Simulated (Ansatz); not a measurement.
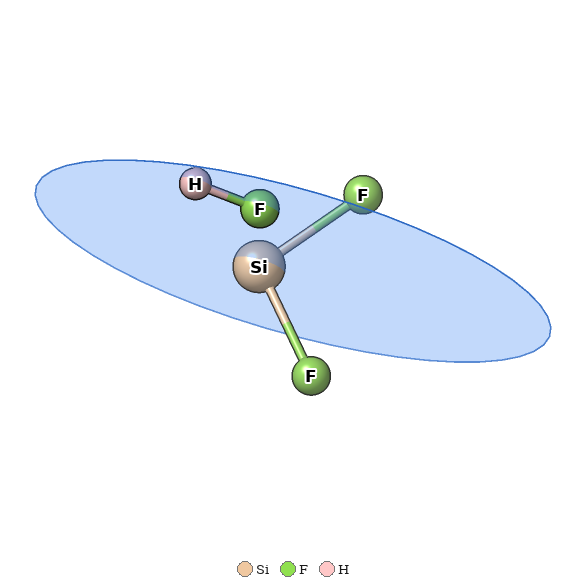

All proper rotation axes (lines) and mirror planes (discs) of the structure are drawn in. Atoms fade into the background with distance from the viewer. The computed geometry is a stationary point of PBE0-D4/def2-TZVP, a saddle point of order 1.

Name the symmetry elements and the point group.

Answer. It has 1 mirror plane. Point group Cs. The group has 2 operations. The geometry is achiral, and symmetry allows a dipole moment.
